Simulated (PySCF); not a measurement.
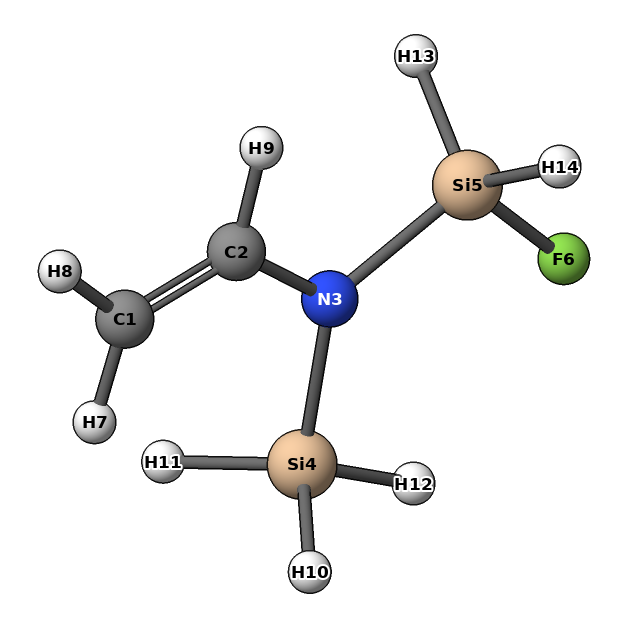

The questions are on isotropic NMR shieldings of the Si atoms. The geometry was computed by an optimisation with GFN2-xTB. No frequency run is at hand to confirm it as a minimum. Method: GIAO PBE0/pcSseg-1 NMR shielding, non-relativistic, gas phase (PySCF 2.14.0).

List the isotropic NMR shieldings of the Si atoms.

```tsv
atom	σ (ppm)
Si4	416.2
Si5	366.3
```

The geometry is semi-empirical. Around Si such bond lengths and angles can be off by a tenth of an ångström or more and by several degrees, and values that hang on the shape move with them.
